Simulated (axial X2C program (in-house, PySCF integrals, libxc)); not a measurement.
## TeN: relativistic diatomic calculation

- system: TeN. The reference is closed-shell TeN⁻; the roots are the vertical energies to take an electron from it, which leaves states of TeN. The distance is the PBE0 minimum at charge −1.
- method: EOM-IP-CCSD, two-component X2C with atomic mean-field Coulomb and Gaunt terms, Te dyall-acv3z, N dyall-av3z (cores contracted) (axial X2C program (in-house, PySCF integrals, libxc))

Output:
```
two-component X2C + atomic mean field  HF
basis functions 197  fitting functions 989  grid points 5075
iter        total energy     max residual
   1      -6842.477711807     2.32e-01
   2      -6842.505792264     1.01e-02
   3      -6842.509373785     1.54e-02
   4      -6842.511093690     5.14e-03
   5      -6842.512375013     4.71e-03
   6      -6842.513232628     2.66e-03
   7      -6842.513727810     8.47e-04
   8      -6842.513781256     3.02e-04
   9      -6842.513785642     6.84e-05
  10      -6842.513785879     3.44e-05
  11      -6842.513785955     1.75e-05
  12      -6842.513785967     7.74e-06
  13      -6842.513785969     2.88e-06
  14      -6842.513785970     6.53e-07
converged
one-electron -9597.39359450  Coulomb 2841.50603068  exact exchange -181.40948566  xc functional 0.00000000  nuclear repulsion 98.83042831  atomic mean-field constant -4.04716480
correlated 12  virtual 278  natural virtual 94  E(MP2) -0.332882082  MP2 remainder -0.016024243
iter   CCSD correlation   residual
   1     -0.322314468   2.15e-01
   2     -0.337572835   1.22e-01
   3     -0.346969046   6.80e-02
   4     -0.349167378   3.51e-02
   5     -0.350394996   1.98e-02
   6     -0.350594971   9.09e-03
   7     -0.350646300   5.49e-03
   8     -0.350702162   3.02e-03
   9     -0.350635174   1.51e-03
  10     -0.350664907   7.80e-04
  11     -0.350645133   4.10e-04
  12     -0.350654955   2.11e-04
  13     -0.350653304   9.51e-05
  14     -0.350652289   4.68e-05
  15     -0.350651597   2.11e-05
  16     -0.350651086   1.24e-05
  17     -0.350650727   8.11e-06
  18     -0.350650699   4.77e-06
  19     -0.350650572   2.48e-06
  20     -0.350650602   1.34e-06
  21     -0.350650571   7.82e-07
  22     -0.350650567   4.18e-07
(T) -0.023923771464286845  T1 0.0735  D1 0.1644  max T2 0.107
EOM-IP-CCSD roots
2*Omega      energy/Eh   energy/eV  one-particle weight
    1       0.05970063      1.6245      0.887
    1       0.15472987      4.2104      0.797
    1       0.17484445      4.7578      0.862
    1       0.23328718      6.3481      0.001
    3       0.13306214      3.6208      0.906
    3       0.19371220      5.2712      0.008
    3       0.26406787      7.1857      0.000
    5       0.22185759      6.0371      0.000
```

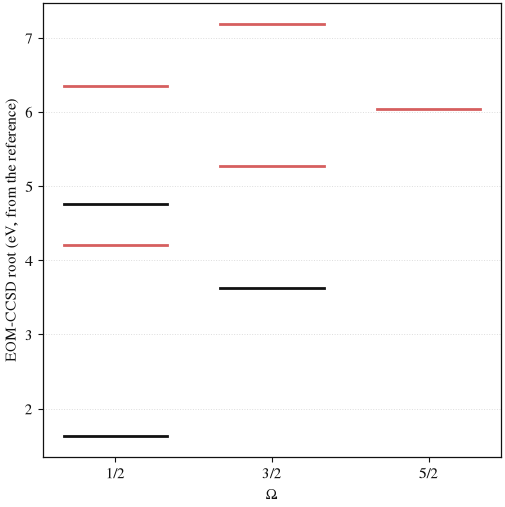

**Figure 1.** EOM-CCSD roots by Ω at 1.95 Å; roots whose one-particle weight is under 0.8 have the second colour. The lowest has Ω = 1/2 and lies at 1.625 eV, with one-particle weight 0.89. 5 of the 8 roots are less well described at this level.

Input:
```
{"zs": [52, 7], "q": 0, "bas": ["dyall-acv3z", "dyall-av3z"], "r0": 1.88, "eom": "ip", "rq": -1, "thr": -1.0, "nmax": 95, "grid": [1, 0.96, 1.045, 0.92, 1.09, 1.15]}
```

The line is the task of a batch: nuclear charges, charge, bases, a first guess of the distance and further settings. This report covers the levels named above. The log is that of the reference distance 1.949 Å.

Launched within a batch (the task file carries these settings):
```bash
python <driver script> task.json out
```

Results in brief:

| quantity | value |
| --- | --- |
| outcome | converged |
| HF energy of the reference TeN⁻ | −6842.51379 hartree |
| MP2 energy of the reference TeN⁻ | −6842.84667 hartree |
| CCSD energy of the reference TeN⁻ (with the MP2 share of the virtual spinors left out of the coupled-cluster step) | −6842.88046 hartree |
| CCSD(T) energy of the reference TeN⁻ | −6842.90438 hartree |
| T1 diagnostic (spinor form; for a closed shell √2 times the usual value) | 0.073 |
| hardware | 1 thread of Arm Neoverse V1, 24 GiB of memory available, shared host |
| wall time | 9.4 s |
| peak memory | 0.78 GiB |
